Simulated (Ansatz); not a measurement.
# AlCl2H4NO: what the fields show

The calculation's input:

```
crystal:
  periodic: [false, false, false]
  atoms:
    - {symbol: Al, position_ang: [-0.226447, -0.671664, 0.232856]}
    - {symbol: O, position_ang: [-1.166049, 1.007257, -0.149743]}
    - {symbol: Cl, position_ang: [-0.846801, -1.762697, -1.481350]}
    - {symbol: Cl, position_ang: [-0.982826, -1.283132, 2.098977]}
    - {symbol: H, position_ang: [-0.398909, 1.569122, -0.351691]}
    - {symbol: N, position_ang: [1.398917, 0.084379, 0.165098]}
    - {symbol: H, position_ang: [-1.746896, 0.979993, -0.919865]}
    - {symbol: H, position_ang: [1.945574, 0.200656, 1.005329]}
    - {symbol: H, position_ang: [2.023536, -0.124113, -0.599711]}
basis:
  gaussian: {orbitals: def2-TZVPP}
hamiltonian: {xc: pbe0, dispersion: d4}
output: {orbitals: {seedname: orbitals}}
```

Launched as:

```sh
ansatz run in.yaml --threads 4 --pin off --events-out ev --progress --plain --max-ram 9574MiB
```

The product side of a reaction path; geometry: PBE0-D4/def2-TZVP.

Computed with Ansatz 0.2.0, RKS PBE0-D4/def2-TZVPP.

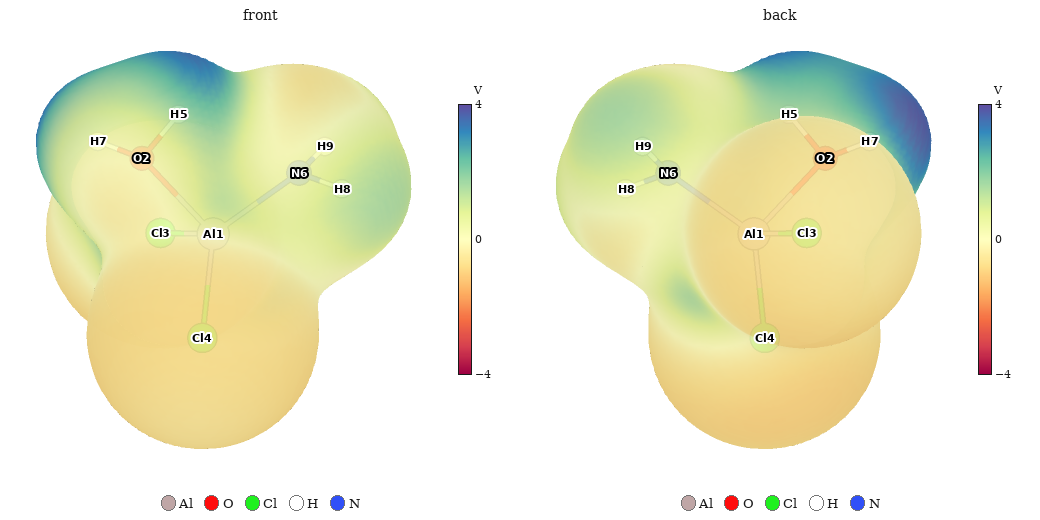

Figure 1. The electrostatic potential painted on the density surface at 0.002 e/bohr³, seen from the front and from behind; the colour scale runs from red (negative) to blue (positive).

Which sites attract a positive test charge, and which a negative one?

Answer. A positive charge is drawn to the negative regions and a negative charge to the positive ones. The most negative region (about −1.0 V, or −23 kcal/mol for a unit charge) lies over Cl4, the most positive (about +3.8 V, or +88 kcal/mol for a unit charge) over H7.

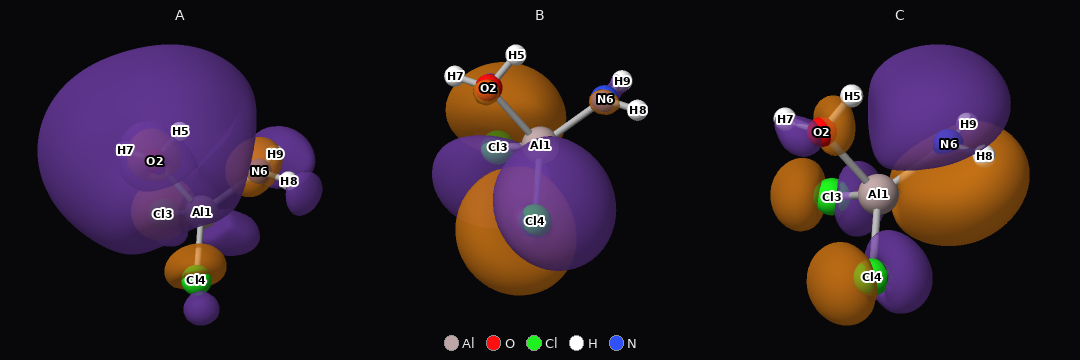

Figure 2. Three frontier orbitals at ±0.05 Å⁻³ᐟ² (orange and purple are the two phases), in no order.

Order the three orbitals by energy and name them.

Answer. B is the HOMO−1 (−8.56 eV). Its weight (Hirshfeld) is mainly on Cl4 (about 55 %) and Cl3 (about 35 %). C is the HOMO (−7.53 eV). Its weight (Hirshfeld) is mainly on N6 (about 70 %); largely a lone pair of N6. A is the LUMO (−0.37 eV). Its weight (Hirshfeld) is mainly on H7 (about 30 %), H5 (about 20 %), O2 (about 15 %) and Al1 (about 15 %).

What is the HOMO–LUMO gap?

Answer. 7.16 eV between the orbital energies.

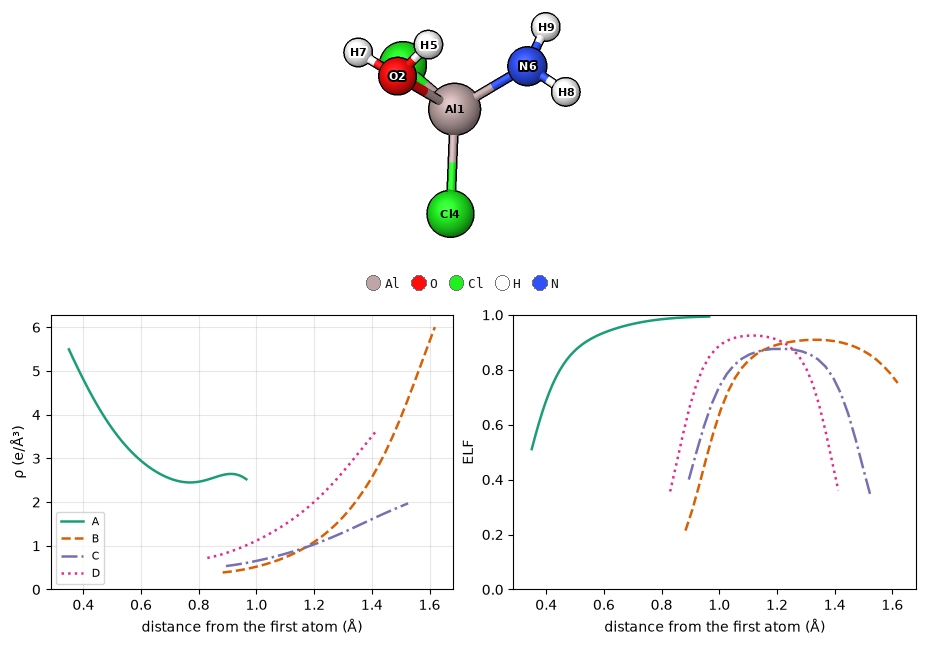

Figure 3. Total electron density and ELF along straight lines between neighbouring atoms. The curves leave out the atomic cores. The structure is drawn too.

Which curve belongs to which contact (Al–Cl, Al–N, Al–O and O–H)? The first atom named is at distance zero.

Answer. Curve A: O–H (0.96 Å): ρ at the midpoint is about 3.8 e/Å³; the ELF climbs to about 1 towards the hydrogen, as it does in any bond to H (an ordinary covalent bond to hydrogen). Curve B: Al–O (1.96 Å): ρ at the midpoint is about 0.49 e/Å³; the ELF peaks at about 0.90 in the valence shell of O, 0.6 Å from its nucleus, and is about 0.60 at the midpoint. Curve C: Al–Cl (2.10 Å): ρ is about 0.73 e/Å³ halfway; the ELF peaks at about 0.90 in the valence shell of Cl, 0.9 Å from its nucleus, and is about 0.80 at the midpoint. Curve D: Al–N (1.79 Å): the density is about 0.84 e/Å³ at the midpoint; the ELF peaks at about 0.90 in the valence shell of N, 0.7 Å from its nucleus, and is about 0.65 at the midpoint.
